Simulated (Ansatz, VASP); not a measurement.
# CdSe (Cadmoselite): VASP beside Ansatz, part 2 of 3

One calculation is typed for both programs; each brings its own data sets. How far apart do they land? The cell is taken from a series of VASP runs on this material, whose earlier steps may have relaxed, scaled or displaced it; both programs get it as it stands. Valence electrons are named where the data sets of a main pair hold unlike numbers.

VASP 6.6.1 and Ansatz 0.2.0.

So far: Starting point; Ansatz: band structure, r2SCAN with rVV10.

### 3. VASP: band structure, r2SCAN with rVV10

Level of this step: r2SCAN with rVV10; plane waves and PAW (Cd, Se) (VASP).

The same cell, functional, mesh and smearing now go to VASP, with its own data sets.

Lines of VASP's logs that name or quote its potential files are left out, and so is its time.

Input file INCAR:

```
SYSTEM = CdSe
PREC = Accurate
ENCUT = 400
EDIFF = 1E-06
NELM = 100
ISMEAR = 0
SIGMA = 0.05
LREAL = .FALSE.
ALGO = Normal
METAGGA = R2SCAN
LUSE_VDW = .TRUE.
IVDW_NL = 2
BPARAM = 11.95
CPARAM = 0.0093
LASPH = .TRUE.
NBANDS = 32
LORBIT = 11
LWAVE = .FALSE.
LCHARG = .FALSE.
KPAR = 4
```

Input file POSCAR:

```
CdSe
1.0
    4.3156289234      0.0000000000      0.0000000000
   -2.1578144617      3.7374442810      0.0000000000
    0.0000000000      0.0000000000      7.0446329691
Cd Se
2 2
Direct
    0.3333333333      0.6666666667      0.0046907969
    0.6666666667      0.3333333333      0.5046907969
    0.3333333333      0.6666666667      0.3803092031
    0.6666666667      0.3333333333      0.8803092031
```

Input file KPOINTS:

```
Automatic mesh
0
Gamma
6 6 3
0 0 0
```

Input file KPOINTS_OPT:

```
Line mode
16
Line-mode
Reciprocal
  0.00000000   0.00000000   0.00000000 GAMMA
  0.50000000   0.00000000   0.00000000 M

  0.50000000   0.00000000   0.00000000 M
  0.33333333   0.33333333   0.00000000 K

  0.33333333   0.33333333   0.00000000 K
  0.00000000   0.00000000   0.00000000 GAMMA

  0.00000000   0.00000000   0.00000000 GAMMA
  0.00000000   0.00000000   0.50000000 A

  0.00000000   0.00000000   0.50000000 A
  0.50000000   0.00000000   0.50000000 L

  0.50000000   0.00000000   0.50000000 L
  0.33333333   0.33333333   0.50000000 H

  0.33333333   0.33333333   0.50000000 H
  0.00000000   0.00000000   0.50000000 A

  0.50000000   0.00000000   0.50000000 L
  0.50000000   0.00000000   0.00000000 M

  0.33333333   0.33333333   0.00000000 K
  0.33333333   0.33333333   0.50000000 H
```

Potentials, in the order of the species: Cd and Se (PBE family, release 64).

The run is started by

```
$ mpirun -np 4 vasp_std
```

Numbers of over 12 decimals in the logs are rounded to 6 here.

Log:

```text
[banner, memory and clock lines left out]
running    4 mpi-ranks, on    1 nodes
 distrk:  each k-point on    1 cores,    4 groups
 distr:  one band on    1 cores,    1 groups

 POSCAR found type information on POSCAR CdSe
 POSCAR found :  2 types and       4 ions
|                                                                             |
|               ----> ADVICE to this user running VASP <----                  |
|                                                                             |
|     You have switched on vdW-DFT.                                           |
|     This routine was written and supplied by Jiri Klimes. We recommend      |
|     that you carefully read and cite the following publications:            |
|       J. Klimes, D.R. Bowler, A. Michelides                                 |
|          J. Phys.: Cond Matt. 22 022201 (2010)                              |
|       J. Klimes, D.R. Bowler, A. Michelides                                 |
|          Phys. Rev. B. 83, 195131 (2011)                                    |
|     and references therein.                                                 |
|                                                                             |

|                                                                             |
|               ----> ADVICE to this user running VASP <----                  |
|                                                                             |
|     You enforced a specific xc type in the INCAR file but a different       |
|     [... a line on the potential file left out ...]
|     I HOPE YOU KNOW WHAT YOU ARE DOING!                                     |
|                                                                             |

 LDA part: xc-table for (None), standard interpolation
 POSCAR, INCAR and KPOINTS ok, starting setup
 FFT: planning ... GRIDC
 FFT: planning ... GRID_SOFT
 FFT: planning ... GRID
 WAVECAR not read
 entering main loop
       N       E                     dE             d eps       ncg     rms          rms(c)
Total rVV10 correction in eV:      1.1451381    44.2282166
Total rVV10 correction in eV:      1.1451381    44.2282166
Total rVV10 correction in eV:      1.1451381    44.2282166
Total rVV10 correction in eV:      1.1451381    44.2282166
DAV:   1     0.142231943963E+03    0.14223E+03   -0.14788E+04   896   0.844E+02
DAV:   2    -0.704110373181E+02   -0.21264E+03   -0.20431E+03  1024   0.246E+02
DAV:   3    -0.803375795045E+02   -0.99265E+01   -0.98800E+01  1080   0.546E+01
DAV:   4    -0.803893134940E+02   -0.51734E-01   -0.51730E-01   976   0.393E+00
DAV:   5    -0.803896459341E+02   -0.33244E-03   -0.33244E-03  1096   0.282E-01    0.823E+00
Total rVV10 correction in eV:      1.1542293    44.2282163
Total rVV10 correction in eV:      1.1542293    44.2282163
Total rVV10 correction in eV:      1.1542293    44.2282163
Total rVV10 correction in eV:      1.1542293    44.2282163
DAV:   6    -0.706667948337E+02    0.97229E+01   -0.60156E+00   928   0.238E+01    0.106E+01
Total rVV10 correction in eV:      1.1588341    44.2282163
Total rVV10 correction in eV:      1.1588341    44.2282163
Total rVV10 correction in eV:      1.1588341    44.2282163
Total rVV10 correction in eV:      1.1588341    44.2282163
DAV:   7    -0.706205040883E+02    0.46291E-01   -0.40018E-01  1032   0.434E+00    0.791E+00
Total rVV10 correction in eV:      1.1731431    44.2282163
Total rVV10 correction in eV:      1.1731431    44.2282163
Total rVV10 correction in eV:      1.1731431    44.2282163
Total rVV10 correction in eV:      1.1731431    44.2282163
DAV:   8    -0.706282084206E+02   -0.77043E-02   -0.22143E-01   976   0.369E+00    0.171E+00
Total rVV10 correction in eV:      1.1793624    44.2282163
Total rVV10 correction in eV:      1.1793624    44.2282163
Total rVV10 correction in eV:      1.1793624    44.2282163
Total rVV10 correction in eV:      1.1793624    44.2282163
DAV:   9    -0.706336232797E+02   -0.54149E-02   -0.28656E-02  1080   0.957E-01    0.276E-01
Total rVV10 correction in eV:      1.1791932    44.2282163
Total rVV10 correction in eV:      1.1791932    44.2282163
Total rVV10 correction in eV:      1.1791932    44.2282163
Total rVV10 correction in eV:      1.1791932    44.2282163
DAV:  10    -0.706333712466E+02    0.25203E-03   -0.26815E-03  1016   0.340E-01    0.132E-01
Total rVV10 correction in eV:      1.1789172    44.2282163
Total rVV10 correction in eV:      1.1789172    44.2282163
Total rVV10 correction in eV:      1.1789172    44.2282163
Total rVV10 correction in eV:      1.1789172    44.2282163
DAV:  11    -0.706334086611E+02   -0.37414E-04   -0.10670E-03  1040   0.244E-01    0.547E-02
Total rVV10 correction in eV:      1.1788238    44.2282163
Total rVV10 correction in eV:      1.1788238    44.2282163
Total rVV10 correction in eV:      1.1788238    44.2282163
Total rVV10 correction in eV:      1.1788238    44.2282163
DAV:  12    -0.706334153321E+02   -0.66709E-05   -0.51837E-05  1024   0.622E-02    0.364E-02
Total rVV10 correction in eV:      1.1789401    44.2282163
Total rVV10 correction in eV:      1.1789401    44.2282163
Total rVV10 correction in eV:      1.1789401    44.2282163
Total rVV10 correction in eV:      1.1789401    44.2282163
DAV:  13    -0.706334131490E+02    0.21831E-05   -0.27131E-05  1048   0.412E-02    0.648E-03
Total rVV10 correction in eV:      1.1789639    44.2282163
Total rVV10 correction in eV:      1.1789639    44.2282163
Total rVV10 correction in eV:      1.1789639    44.2282163
Total rVV10 correction in eV:      1.1789639    44.2282163
DAV:  14    -0.706334145138E+02   -0.13649E-05   -0.28841E-06  1000   0.135E-02    0.472E-03
Total rVV10 correction in eV:      1.1789664    44.2282163
Total rVV10 correction in eV:      1.1789664    44.2282163
Total rVV10 correction in eV:      1.1789664    44.2282163
Total rVV10 correction in eV:      1.1789664    44.2282163
DAV:  15    -0.706334144453E+02    0.68575E-07   -0.11952E-07   536   0.219E-03
Total rVV10 correction in eV:      1.1789617    44.2282163
Total rVV10 correction in eV:      1.1789617    44.2282163
Total rVV10 correction in eV:      1.1789617    44.2282163
Total rVV10 correction in eV:      1.1789617    44.2282163
Total rVV10 correction in eV:      1.1789647    44.2282163
Total rVV10 correction in eV:      1.1789647    44.2282163
Total rVV10 correction in eV:      1.1789647    44.2282163
Total rVV10 correction in eV:      1.1789647    44.2282163
   1 F= -.70633414E+02 E0= -.70633414E+02  d E =-.409558E-12
 Start KPOINTS_OPT (optional k-point list driver)
k-point batch [1-14\144]
       N       E                     dE             ncg
DAV:   1     0.220549988900E+03   -0.51539E+04      912
DAV:   2    -0.276451623027E+04   -0.29851E+04     1024
DAV:   3    -0.290064963224E+04   -0.13613E+03     1072
DAV:   4    -0.290138563031E+04   -0.73600E+00      984
DAV:   5    -0.290139066349E+04   -0.50332E-02     1088
DAV:   6    -0.290139073720E+04   -0.73711E-04      968
DAV:   7    -0.290139073868E+04   -0.14799E-05      968
DAV:   8    -0.290139073874E+04   -0.58583E-07      672
[...]
k-point batch [141-144\144]
       N       E                     dE             ncg
DAV:   1     0.101853624489E+05   -0.38486E+04      256
DAV:   2     0.933675290624E+04   -0.84861E+03      296
DAV:   3     0.929921236237E+04   -0.37541E+02      320
DAV:   4     0.929903369912E+04   -0.17866E+00      296
DAV:   5     0.929903246073E+04   -0.12384E-02      320
DAV:   6     0.929903244358E+04   -0.17152E-04      288
DAV:   7     0.929903244328E+04   -0.29461E-06      280
```

OUTCAR, selected parts (step 3):

```text
ion  position               nearest neighbor table
   1  0.333  0.667  0.005-   4 2.64   4 2.64   4 2.64   3 2.65
   2  0.667  0.333  0.505-   3 2.64   3 2.64   3 2.64   4 2.65
   3  0.333  0.667  0.380-   2 2.64   2 2.64   2 2.64   1 2.65
   4  0.667  0.333  0.880-   1 2.64   1 2.64   1 2.64   2 2.65

  LATTYP: Found a hexagonal cell.
 ALAT       =     4.3156289234
 C/A-ratio  =     1.6323537297

 Subroutine GETGRP returns: Found 12 space group operations
 (whereof  6 operations were pure point group operations)

The static configuration has the point symmetry C_3v.
 The point group associated with its full space group is C_6v.

 Found     14 irreducible k-points:

   k-points           NKPTS =     14   k-points in BZ     NKDIM =     14   number of bands    NBANDS=     32

   dimension x,y,z NGX =    28 NGY =   28 NGZ =   48
   dimension x,y,z NGXF=    56 NGYF=   56 NGZF=   96

   ENCUT  =  400.0 eV  29.40 Ry    5.42 a.u.   7.04  7.04 11.49*2*pi/ulx,y,z

   NELECT =      36.0000    total number of electrons

 k-points in reciprocal lattice and weights: Automatic mesh
   0.00000000  0.00000000  0.00000000       0.009
   0.16666667  0.00000000  0.00000000       0.056
   0.33333333 -0.00000000  0.00000000       0.056
   0.50000000 -0.00000000  0.00000000       0.028
   0.16666667  0.16666667  0.00000000       0.056
   0.33333333  0.16666667  0.00000000       0.111
   0.33333333  0.33333333  0.00000000       0.019
   0.00000000  0.00000000  0.33333333       0.019
   0.16666667  0.00000000  0.33333333       0.111
[...]
0.33333333  0.16666667  0.33333333       0.222
   0.33333333  0.33333333  0.33333333       0.037

 average (electrostatic) potential at core
       1 -45.5923       2 -45.5923       3 -60.9492       4 -60.9492

 E-fermi :   0.7878

 k-point     1 :       0.0000    0.0000    0.0000
  band No.  band energies     occupation
    ...
     14      -0.2036      2.00000
     15      -0.2036      2.00000
     16       0.5084      2.00000
     17       0.5589      2.00000
     18       0.5589      2.00000
     19       1.6334      0.00000
     20       3.1836      0.00000
     21       6.9085      0.00000
     22       6.9085      0.00000
     23       7.2051      0.00000
    ...

 k-point     2 :       0.1667    0.0000    0.0000
  band No.  band energies     occupation
    ...
     14      -1.2298      2.00000
     15      -0.7715      2.00000
     16      -0.5252      2.00000
     17       0.3026      2.00000
     18       0.3671      2.00000
     19       2.8947      0.00000
     20       4.1261      0.00000
     21       6.1830      0.00000
     22       7.2494      0.00000
     23       7.2873      0.00000
    ...

 k-point     3 :       0.3333   -0.0000    0.0000
  band No.  band energies     occupation
    ...
     14      -2.4838      2.00000
     15      -2.0805      2.00000
     16      -1.0675      2.00000
     17      -0.2917      2.00000
     18      -0.0139      2.00000
     19       3.9478      0.00000
     20       4.3588      0.00000
     21       5.9009      0.00000
     22       6.7770      0.00000
     23       7.5225      0.00000
    ...

  Total        0.0042340      0.0042340     -0.0086462      0.0000000      0.0000000      0.0000000
  in kB        0.0597016      0.0597016     -0.1219159      0.0000000      0.0000000      0.0000000
  external PRESSURE =      -0.0008376 kB  Pullay stress =       0.0000000 kB

  energy-cutoff  :      400.00
  volume of cell :      113.63
      direct lattice vectors                 reciprocal lattice vectors
     4.315628923  0.000000000  0.000000000     0.231715937  0.133781259  0.000000000
    -2.157814462  3.737444281  0.000000000     0.000000000  0.267562517  0.000000000
     0.000000000  0.000000000  7.044632969     0.000000000  0.000000000  0.141952037

 POSITION                                       TOTAL-FORCE (eV/Angst)
 -----------------------------------------------------------------------------------
     -0.00000      2.49163      0.03304         0.000000     -0.000000      0.002288
      2.15781      1.24581      3.55536        -0.000000      0.000000      0.002288
     -0.00000      2.49163      2.67914         0.000000      0.000000     -0.002288
      2.15781      1.24581      6.20146         0.000000      0.000000     -0.002288
 -----------------------------------------------------------------------------------
    total drift:                               -0.000000      0.000000      0.008005

  FREE ENERGIE OF THE ION-ELECTRON SYSTEM (eV)
  ---------------------------------------------------
  free  energy   TOTEN  =       -70.6334144453 eV

  energy  without entropy=      -70.6334144453  energy(sigma->0) =      -70.63341445

 total charge
# of ion       s       p       d       tot
------------------------------------------
    1        0.419   0.302   9.567  10.287
    2        0.419   0.302   9.567  10.287
    3        1.437   2.444   0.021   3.902
    4        1.437   2.444   0.021   3.902
--------------------------------------------------
tot          3.711   5.491  19.176  28.379

[... 3 further parts left out ...]
```

Spin-orbit coupling is off here; it would split degenerate levels, and it lifts a valence top of Se p states by about 0.1 eV. The PAW data sets were made with PBE, which is usual practice but a small mismatch for other functionals.

### 4. Differences

Known differences besides the potentials themselves: VASP keeps PBE cores, Ansatz makes them for the functional; the data sets hold 72 valence electrons in Ansatz (on its default PAW (the set named soft_2) files) and 36 in VASP; the cutoff is 500 eV in Ansatz and 400 eV in VASP. Total energies have different zeros and are not compared.

The two programs side by side:

| quantity | Ansatz | VASP | difference |
| --- | --- | --- | --- |
| pressure (GPa) | 0.01 | 0.00 | +0.01 |
| gap over the path points (eV) | 1.087 | 1.075 | +0.012 |

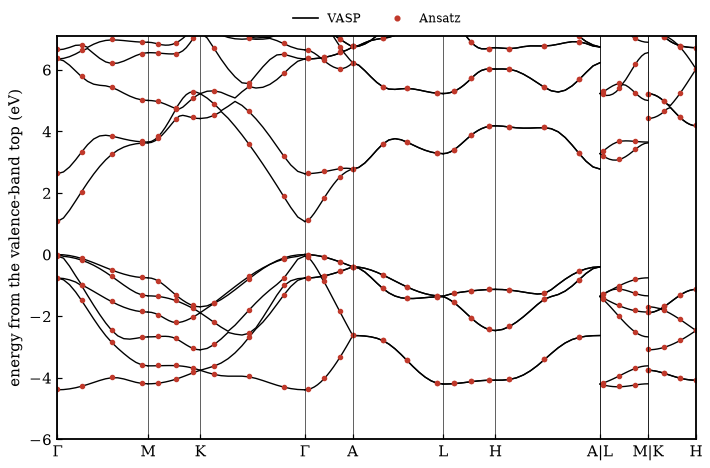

Bands from VASP (lines) and levels from Ansatz (dots). Dots without a line are higher empty bands that the VASP plot leaves out.

Levels at points of the path, from each program's valence-band top (eV; 4 filled, then empty):

| k (reciprocal lattice) | Ansatz | VASP |
| --- | --- | --- |
| 0.000 0.000 0.000 | -0.76 -0.05 0.00 0.00 1.09 2.64 6.37 | -0.76 -0.05 0.00 0.00 1.07 2.62 6.35 |
| 0.133 0.000 0.000 | -1.00 -0.97 -0.18 -0.13 2.05 3.34 5.79 | -1.01 -0.98 -0.18 -0.13 2.04 3.33 5.78 |
| 0.300 0.000 0.000 | -2.45 -1.52 -0.71 -0.50 3.26 3.86 5.43 | -2.46 -1.53 -0.71 -0.50 3.25 3.85 5.43 |
| 0.467 0.000 0.000 | -2.68 -1.85 -1.31 -0.74 3.62 3.67 5.03 | -2.69 -1.86 -1.31 -0.75 3.62 3.66 5.02 |
| 0.467 0.067 0.000 | -2.65 -1.95 -1.35 -0.86 3.77 3.85 4.97 | -2.66 -1.96 -1.36 -0.86 3.77 3.84 4.96 |
| 0.411 0.178 0.000 | -2.72 -2.20 -1.49 -1.30 4.40 4.72 4.75 | -2.73 -2.21 -1.50 -1.31 4.40 4.72 4.74 |
| 0.356 0.289 0.000 | -3.04 -2.02 -1.74 -1.65 4.45 5.08 5.28 | -3.05 -2.03 -1.75 -1.66 4.44 5.08 5.29 |
| 0.289 0.289 0.000 | -2.91 -2.19 -1.57 -1.56 4.53 4.89 5.32 | -2.92 -2.20 -1.58 -1.57 4.52 4.89 5.32 |
| 0.178 0.178 0.000 | -2.55 -1.79 -0.78 -0.71 3.59 4.65 5.46 | -2.56 -1.80 -0.79 -0.71 3.58 4.64 5.46 |
| 0.067 0.067 0.000 | -1.00 -0.76 -0.15 -0.11 1.89 3.21 5.90 | -1.01 -0.77 -0.15 -0.11 1.88 3.20 5.88 |

Among the levels compared at these points, filled levels agree within 14 meV and empty ones within 23 meV. Ansatz's pressure holds a Pulay correction of 0.04 GPa; VASP's holds none.

### 5. VASP: single point, r2SCAN with rVV10

With cell and atoms fixed, the geometry can't cause a difference; cores, projectors, grids and the points listed under the comparison can.

INCAR, as its differences from that of step 3:

```diff
@@ -15,3 +15,3 @@
 LASPH = .TRUE.
-NBANDS = 32
+NBANDS = 50
 LORBIT = 11
@@ -20 +20,4 @@
 KPAR = 4
+LOPTICS = .TRUE.
+NEDOS = 1500
+CSHIFT = 0.1
```

POSCAR is that of step 3.

Input file KPOINTS:

```
Automatic mesh
0
Gamma
9 9 5
0 0 0
```

The run is started by

```
$ mpirun -np 4 vasp_std
```

Log:

```text
[banner, memory and clock lines left out]
running    4 mpi-ranks, on    1 nodes
[...]
[... a notice as in an earlier step ...]

 [... a notice as in an earlier step ...]

 LDA part: xc-table for (None), standard interpolation
 POSCAR, INCAR and KPOINTS ok, starting setup
[...]
entering main loop
       N       E                     dE             d eps       ncg     rms          rms(c)
Total rVV10 correction in eV:      1.1451381    44.2282166
Total rVV10 correction in eV:      1.1451381    44.2282166
Total rVV10 correction in eV:      1.1451381    44.2282166
Total rVV10 correction in eV:      1.1451381    44.2282166
DAV:   1     0.172807703480E+03    0.17281E+03   -0.13546E+04  3624   0.539E+02
DAV:   2    -0.680652799833E+02   -0.24087E+03   -0.22191E+03  4106   0.180E+02
DAV:   3    -0.803354418981E+02   -0.12270E+02   -0.12167E+02  4356   0.434E+01
DAV:   4    -0.803939167025E+02   -0.58475E-01   -0.58462E-01  4136   0.302E+00
DAV:   5    -0.803942432157E+02   -0.32651E-03   -0.32651E-03  4194   0.197E-01    0.823E+00
[...]
Total rVV10 correction in eV:      1.1786896    44.2282163
Total rVV10 correction in eV:      1.1786896    44.2282163
Total rVV10 correction in eV:      1.1786896    44.2282163
Total rVV10 correction in eV:      1.1786896    44.2282163
DAV:  13    -0.706386197634E+02   -0.12586E-05   -0.25385E-05  4046   0.315E-02    0.965E-03
Total rVV10 correction in eV:      1.1787002    44.2282163
Total rVV10 correction in eV:      1.1787002    44.2282163
Total rVV10 correction in eV:      1.1787002    44.2282163
Total rVV10 correction in eV:      1.1787002    44.2282163
DAV:  14    -0.706386200031E+02   -0.23975E-06   -0.64771E-07  3114   0.398E-03
Total rVV10 correction in eV:      1.1786784    44.2282163
Total rVV10 correction in eV:      1.1786784    44.2282163
Total rVV10 correction in eV:      1.1786784    44.2282163
Total rVV10 correction in eV:      1.1786784    44.2282163
Total rVV10 correction in eV:      1.1786962    44.2282163
Total rVV10 correction in eV:      1.1786962    44.2282163
Total rVV10 correction in eV:      1.1786962    44.2282163
Total rVV10 correction in eV:      1.1786962    44.2282163
   1 F= -.70638620E+02 E0= -.70638620E+02  d E =-.986935E-11
 optical routines
 imaginary and real dielectric function
 direction            1
 direction            2
 direction            3
```

OUTCAR, selected parts (step 5):

```text
  Total       -0.0115541     -0.0115541     -0.0140186      0.0000000      0.0000000      0.0000000
  in kB       -0.1629184     -0.1629184     -0.1976683      0.0000000      0.0000000      0.0000000
  external PRESSURE =      -0.1745017 kB  Pullay stress =       0.0000000 kB

 POSITION                                       TOTAL-FORCE (eV/Angst)
 -----------------------------------------------------------------------------------
     -0.00000      2.49163      0.03304         0.000000      0.000000      0.001385
      2.15781      1.24581      3.55536        -0.000000     -0.000000      0.001385
     -0.00000      2.49163      2.67914         0.000000     -0.000000     -0.001385
      2.15781      1.24581      6.20146         0.000000     -0.000000     -0.001385
 -----------------------------------------------------------------------------------
    total drift:                               -0.000000      0.000000      0.007916

  FREE ENERGIE OF THE ION-ELECTRON SYSTEM (eV)
  ---------------------------------------------------
  free  energy   TOTEN  =       -70.6386200031 eV

  energy  without entropy=      -70.6386200031  energy(sigma->0) =      -70.63862000

[... 1 part as in an earlier step ...]

[... 2 further parts left out ...]
[key lines of the parts left out:]
E-fermi :   0.7598
```

The gap is read on the k-mesh alone, so it is an upper bound where the band edges lie off the mesh.

(Continued in part 3 of 3.)

[Lines on the potential files, build, host, timing and source positions are cut from VASP's logs without a mark.]

[Logs are printed without paths, hosts, clocks, repeated set-up lines and the standing remarks that a program may print on its own settings, such as how far it seeks lower states.]

[Hosts, paths, dates, database ids (printed as entryN), source tags and the programs' standing remarks are cut or masked in the printed files.]
